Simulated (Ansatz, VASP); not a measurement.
## Cross-check of SrFe2As2 between VASP and Ansatz

Aim: how closely do two programs agree when they are given the same cell, functional and k mesh?

Calculated with Ansatz 0.2.0; plane waves, with VASP 6.6.1 beside it; single point at LDA.

## (1) The structure

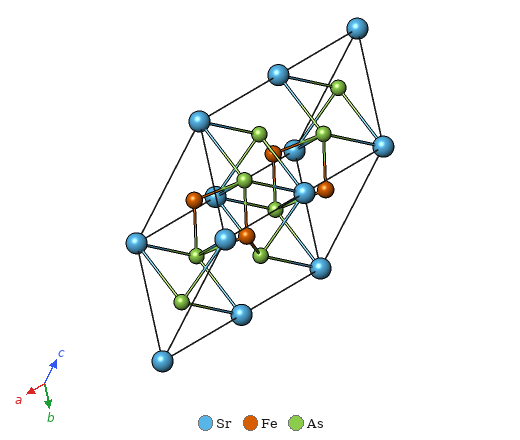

Start, viewed slightly off an axis; strontium blue, iron orange, arsenic green. Bonds to atoms that aren't drawn are left out. Some periodic images of atoms are drawn too.

Structure file:

```
Sr Fe As
1.0
    -3.92430    3.92430   12.36440
     1.96215   -1.96215    6.18220
     1.96215    1.96215   -6.18220
Sr Fe As
2 4 4
Cartesian
  0.0000 0.0000 0.0000
  -1.9622 1.9622 6.1822
  1.9622 0.0000 3.0911
  0.0000 1.9622 9.2733
  0.0000 1.9621 3.0911
  -1.9622 3.9243 9.2733
  0.0000 0.0000 4.4512
  -1.9622 1.9622 10.6334
  0.0000 0.0000 7.9132
  -1.9621 1.9621 14.0954
```

## (2) VASP: single point, LDA

A single point gives forces, pressure and levels at one fixed geometry, so differences don't come from the geometry; what else differs is listed under the comparison.

Lines of VASP's logs that name or quote its potential files are left out, and so is its time.

INCAR reads:

```
SYSTEM = SrFe2As2
PREC = Accurate
ENCUT = 400
EDIFF = 1E-06
NELM = 100
ISMEAR = -1
SIGMA = 0.05
LREAL = .FALSE.
ALGO = Normal
GGA = CA
NBANDS = 51
ISPIN = 2
MAGMOM = 0 0 3 -3 3 -3 0 0 0 0
LASPH = .TRUE.
LMAXMIX = 4
LORBIT = 11
LWAVE = .FALSE.
LCHARG = .FALSE.
KPAR = 8
ISIF = 2
```

POSCAR reads:

```
SrFe2As2
1.0
   -3.9243000000      3.9243000000     12.3644000000
    1.9621500000     -1.9621500000      6.1822000000
    1.9621500000      1.9621500000     -6.1822000000
Sr Fe As
2 4 4
Direct
    0.0000000000      0.0000000000      0.0000000000
    0.5000000000      0.0000000000      0.0000000000
    0.1250000000      0.7500000000      0.5000000000
    0.6250000000      0.7500000000      0.5000000000
    0.3750000000      0.2500000000      0.5000000000
    0.8750000000      0.2500000000      0.5000000000
    0.1800000000      0.3600000000      0.0000000000
    0.6800000000      0.3600000000      0.0000000000
    0.3200000000      0.6400000000      0.0000000000
    0.8200000000      0.6400000000      0.0000000000
```

KPOINTS reads:

```
Automatic mesh
0
Gamma
8 8 8
0 0 0
```

The projector-augmented-wave data sets are Sr_sv, Fe and As (PBE family, release 64).

Command:

```bash
mpirun -np 8 vasp_std
```

Numbers of over 12 decimals in the logs are rounded to 6 here.

Output:

```text
[banner, memory and clock lines left out]
running    8 mpi-ranks, on    1 nodes
 distrk:  each k-point on    1 cores,    8 groups
 distr:  one band on    1 cores,    1 groups

 POSCAR found type information on POSCAR SrFeAs
 POSCAR found :  3 types and      10 ions
|                                                                             |
|           W    W    AA    RRRRR   N    N  II  N    N   GGGG   !!!           |
|           W    W   A  A   R    R  NN   N  II  NN   N  G    G  !!!           |
|           W    W  A    A  R    R  N N  N  II  N N  N  G       !!!           |
|           W WW W  AAAAAA  RRRRR   N  N N  II  N  N N  G  GGG   !            |
|           WW  WW  A    A  R   R   N   NN  II  N   NN  G    G                |
|           W    W  A    A  R    R  N    N  II  N    N   GGGG   !!!           |
|                                                                             |
|     For optimal performance we recommend to set                             |
|       NCORE = 2 up to number-of-cores-per-socket                            |
|     NCORE specifies how many cores store one orbital (NPAR=cpu/NCORE).      |
|     This setting can greatly improve the performance of VASP for DFT.       |
|     The default, NCORE=1 might be grossly inefficient on modern             |
|     multi-core architectures or massively parallel machines. Do your        |
|     Unfortunately you need to use the default for GW and RPA                |
|     calculations (for HF NCORE is supported but not extensively tested      |
|     yet).                                                                   |
|                                                                             |

|                                                                             |
|               ----> ADVICE to this user running VASP <----                  |
|                                                                             |
|     You enforced a specific xc type in the INCAR file but a different       |
|     [... a line on the potential file left out ...]
|     I HOPE YOU KNOW WHAT YOU ARE DOING!                                     |
|                                                                             |

 LDA part: xc-table for (Slater(with rela. corr.)+CA(PZ))
 , standard interpolation
 POSCAR, INCAR and KPOINTS ok, starting setup
 FFT: planning ... GRIDC
 FFT: planning ... GRID_SOFT
 FFT: planning ... GRID
 WAVECAR not read
 entering main loop
       N       E                     dE             d eps       ncg     rms          rms(c)
DAV:   1     0.576670464935E+03    0.57667E+03   -0.24903E+04 30600   0.115E+03
DAV:   2    -0.774444596002E+01   -0.58441E+03   -0.56010E+03 30665   0.334E+02
DAV:   3    -0.702355866740E+02   -0.62491E+02   -0.58873E+02 38718   0.118E+02
DAV:   4    -0.752646392721E+02   -0.50291E+01   -0.49718E+01 50960   0.301E+01
DAV:   5    -0.755217125680E+02   -0.25707E+00   -0.25651E+00 52400   0.621E+00    0.393E+01
DAV:   6    -0.983972882768E+02   -0.22876E+02   -0.19457E+02 47348   0.121E+02    0.613E+01
DAV:   7    -0.674105352107E+02    0.30987E+02   -0.11043E+02 42155   0.103E+02    0.112E+01
DAV:   8    -0.688019616326E+02   -0.13914E+01   -0.14605E+01 39760   0.129E+01    0.114E+01
DAV:   9    -0.682882566044E+02    0.51371E+00   -0.19885E+00 53664   0.987E+00    0.521E+00
DAV:  10    -0.682768385085E+02    0.11418E-01   -0.19318E-01 44944   0.175E+00    0.300E+00
DAV:  11    -0.682653463180E+02    0.11492E-01   -0.44597E-02 52077   0.133E+00    0.705E-01
DAV:  12    -0.682641499000E+02    0.11964E-02   -0.10396E-02 46112   0.715E-01    0.403E-01
DAV:  13    -0.682639415664E+02    0.20833E-03   -0.86612E-04 47464   0.192E-01    0.277E-01
DAV:  14    -0.682638536943E+02    0.87872E-04   -0.14994E-04 43712   0.577E-02    0.160E-01
DAV:  15    -0.682637927560E+02    0.60938E-04   -0.96817E-05 43912   0.395E-02    0.692E-02
DAV:  16    -0.682637801306E+02    0.12625E-04   -0.30369E-05 41472   0.247E-02    0.336E-02
DAV:  17    -0.682637769563E+02    0.31744E-05   -0.96778E-06 41384   0.159E-02    0.172E-02
DAV:  18    -0.682637768263E+02    0.12993E-06   -0.18285E-06 20610   0.959E-03
   1 F= -.68263777E+02 E0= -.68219576E+02  d E =-.884022E-01  mag=    -0.0000
```

Parts of OUTCAR (step 2):

```text
ion  position               nearest neighbor table
   1  0.000  0.000  0.000-   9 3.27  10 3.27   7 3.27   8 3.27   9 3.27  10 3.27   7 3.27   8 3.27
                             3 3.66   5 3.66   6 3.66   4 3.66   6 3.66   3 3.66   3 3.66   6 3.66
   2  0.500  0.000  0.000-  10 3.27   9 3.27   8 3.27   7 3.27  10 3.27   9 3.27   8 3.27   7 3.27
                             4 3.66   6 3.66   5 3.66   3 3.66   4 3.66   5 3.66   4 3.66   5 3.66
   3  0.125  0.750  0.500-   7 2.39   9 2.39   7 2.39  10 2.39   6 2.77   5 2.77   5 2.77   6 2.77
                             1 3.66   2 3.66   1 3.66   1 3.66
   4  0.625  0.750  0.500-   8 2.39  10 2.39   8 2.39   9 2.39   5 2.77   6 2.77   6 2.77   5 2.77
                             2 3.66   1 3.66   2 3.66   2 3.66
   5  0.375  0.250  0.500-   8 2.39   9 2.39   7 2.39   9 2.39   4 2.77   4 2.77   3 2.77   3 2.77
                             2 3.66   1 3.66   2 3.66   2 3.66
   6  0.875  0.250  0.500-   7 2.39  10 2.39   8 2.39  10 2.39   3 2.77   3 2.77   4 2.77   4 2.77
                             1 3.66   2 3.66   1 3.66   1 3.66
   7  0.180  0.360  0.000-   3 2.39   5 2.39   6 2.39   3 2.39   1 3.27   1 3.27   2 3.27   2 3.27

  LATTYP: Found a base centered monoclinic cell.
 ALAT       =    12.9722210068
 B/A-ratio  =     0.3025156600
 C/A-ratio  =     0.6050313201
 COS(beta)  =    -0.3025156600

 Subroutine GETGRP returns: Found  4 space group operations
 (whereof  4 operations were pure point group operations)

The static configuration has the point symmetry C_2h.

 Found    150 irreducible k-points:

   k-points           NKPTS =    150   k-points in BZ     NKDIM =    150   number of bands    NBANDS=     51

   dimension x,y,z NGX =    90 NGY =   48 NGZ =   48
   dimension x,y,z NGXF=   180 NGYF=   96 NGZF=   96

   ENCUT  =  400.0 eV  29.40 Ry    5.42 a.u.  22.10 11.05 11.05*2*pi/ulx,y,z

   NELECT =      72.0000    total number of electrons

 k-points in reciprocal lattice and weights: Automatic mesh
   0.00000000  0.00000000  0.00000000       0.002
   0.12500000 -0.00000000  0.00000000       0.004
   0.25000000 -0.00000000  0.00000000       0.004
   0.37500000  0.00000000  0.00000000       0.004
   0.50000000 -0.00000000  0.00000000       0.002
  -0.00000000  0.12500000  0.00000000       0.008
   0.12500000  0.12500000  0.00000000       0.008
   0.25000000  0.12500000  0.00000000       0.008
   0.37500000  0.12500000  0.00000000       0.008
[...]
0.37500000  0.50000000  0.50000000       0.004
   0.50000000  0.50000000  0.50000000       0.002

 average (electrostatic) potential at core
       1 -36.4810       2 -36.4810       3 -43.7033       4 -43.7033       5 -43.7033
       6 -43.7033       7 -49.3269       8 -49.3269       9 -49.3269      10 -49.3269

 E-fermi :   4.6514

 spin component 1
 k-point     1 :       0.0000    0.0000    0.0000
  band No.  band energies     occupation
    ...
     30       3.6231      1.00000
     31       3.8206      1.00000
     32       4.0374      1.00000
     33       4.1158      0.99998
     34       4.5984      0.74279
     35       4.6783      0.36869
     36       4.7671      0.08997
     37       5.2462      0.00001
     38       5.2966      0.00000
     39       5.3899      0.00000
    ...

 k-point     2 :       0.1250   -0.0000    0.0000
  band No.  band energies     occupation
    ...
     31       3.8388      1.00000
     32       4.0188      1.00000
     33       4.1650      0.99994
     34       4.5709      0.83345
     35       4.6485      0.51452
     36       4.7406      0.14392
     37       5.1929      0.00002
     38       5.2697      0.00000
     39       5.3581      0.00000
     40       5.6636      0.00000
    ...

 k-point     3 :       0.2500   -0.0000    0.0000
  band No.  band energies     occupation
    ...
     31       3.8983      1.00000
     32       4.0259      1.00000
     33       4.2308      0.99978
     34       4.5146      0.93914
     35       4.5651      0.84889
     36       4.6763      0.37831
     37       5.0438      0.00039
     38       5.2446      0.00001
     39       5.3351      0.00000
     40       5.7117      0.00000
    ...

 k-point     4 :       0.3750    0.0000    0.0000
  band No.  band energies     occupation
    ...
     32       4.0785      0.99999
     33       4.2542      0.99965
     34       4.4417      0.98515
     35       4.4884      0.96309
     36       4.6038      0.72163
     37       4.9552      0.00230
     38       5.0935      0.00014
     39       5.4249      0.00000
     40       5.7469      0.00000
     41       6.3001      0.00000
    ...

 k-point     5 :       0.5000   -0.0000    0.0000
  band No.  band energies     occupation
    ...
     32       4.2134      0.99984
     33       4.2460      0.99970
     34       4.3301      0.99839
     35       4.4956      0.95759
     36       4.5656      0.84762
     37       4.9398      0.00312
     38       5.0131      0.00072
     39       5.4799      0.00000
     40       5.7402      0.00000
     41       6.2846      0.00000
    ...

 k-point     6 :      -0.0000    0.1250    0.0000
  band No.  band energies     occupation
    ...
     31       3.9182      1.00000
     32       4.0086      1.00000
     33       4.1421      0.99996
     34       4.4776      0.97004
     35       4.5196      0.93314
     36       4.7087      0.24154
     37       5.0230      0.00059
     38       5.2249      0.00001
     39       5.3315      0.00000
     40       5.5120      0.00000
    ...

  Total      -12.6846433    -12.9177976    -13.2246040      0.0000000     -0.0862938      0.0000000
  in kB     -106.7312003   -108.6930089   -111.2745408      0.0000000     -0.7260942      0.0000000
  external PRESSURE =    -108.8995833 kB  Pullay stress =       0.0000000 kB

  energy-cutoff  :      400.00
  volume of cell :      190.41
      direct lattice vectors                 reciprocal lattice vectors
    -3.924300000  3.924300000 12.364400000     0.000000000  0.127411258  0.040438679
     1.962150000 -1.962150000  6.182200000     0.254822516  0.000000000  0.080877358
     1.962150000  1.962150000 -6.182200000     0.254822516  0.254822516  0.000000000

 POSITION                                       TOTAL-FORCE (eV/Angst)
 -----------------------------------------------------------------------------------
      0.00000      0.00000      0.00000        -0.000000     -0.000000      0.000000
     -1.96215      1.96215      6.18220        -0.000000     -0.000000      0.000000
      1.96215      0.00000      3.09110        -0.000000      0.100891     -0.002601
     -0.00000      1.96215      9.27330        -0.000000      0.100891     -0.002601
      0.00000      1.96215      3.09110         0.000000     -0.100891      0.002601
     -1.96215      3.92430      9.27330         0.000000     -0.100891      0.002601
      0.00000      0.00000      4.45118         0.000000      0.038605     -1.402957
     -1.96215      1.96215     10.63338         0.000000      0.038605     -1.402957
      0.00000      0.00000      7.91322        -0.000000     -0.038605      1.402957
     -1.96215      1.96215     14.09542        -0.000000     -0.038605      1.402957
 -----------------------------------------------------------------------------------
    total drift:                               -0.000000     -0.000000     -0.000000

  FREE ENERGIE OF THE ION-ELECTRON SYSTEM (eV)
  ---------------------------------------------------
  free  energy   TOTEN  =       -68.2637768263 eV

  energy  without entropy=      -68.1753746052  energy(sigma->0) =      -68.21957572

 total charge
# of ion       s       p       d       tot
------------------------------------------
    1        2.004   5.706   0.236   7.946
    2        2.004   5.706   0.236   7.946
    3        0.387   0.446   6.423   7.257
    4        0.387   0.446   6.423   7.257
    5        0.387   0.446   6.423   7.257
    6        0.387   0.446   6.423   7.257
    7        1.218   1.569   0.065   2.852
    8        1.218   1.569   0.065   2.852
    9        1.218   1.569   0.065   2.852
   10        1.218   1.569   0.065   2.852
--------------------------------------------------
tot         10.429  19.475  26.425  56.330

 magnetization (x)
# of ion       s       p       d       tot
------------------------------------------
    1        0.000   0.000   0.000   0.000
    2        0.000   0.000   0.000   0.000
    3        0.006   0.008   0.960   0.974
    4       -0.006  -0.008  -0.960  -0.974
    5        0.006   0.008   0.960   0.974
    6       -0.006  -0.008  -0.960  -0.974
    7        0.000  -0.019   0.000  -0.018
    8       -0.000   0.019  -0.000   0.018
    9        0.000  -0.019   0.000  -0.018
   10       -0.000   0.019  -0.000   0.018
--------------------------------------------------
tot          0.000   0.000   0.000   0.000

[... 1 further part left out ...]
```

The run ends at a pressure of -10.89 GPa, with forces up to 1.4 eV/Å.

(Part 1 of 2 ends here.)

[Lines on the potential files, build, host, timing and source positions are cut from VASP's logs without a mark.]

[Logs are printed without paths, hosts, clocks, repeated set-up lines and the standing remarks that a program may print on its own settings, such as how far it seeks lower states.]

[Hosts, paths, dates, database ids (printed as entryN), source tags and the programs' standing remarks are cut or masked in the printed files.]
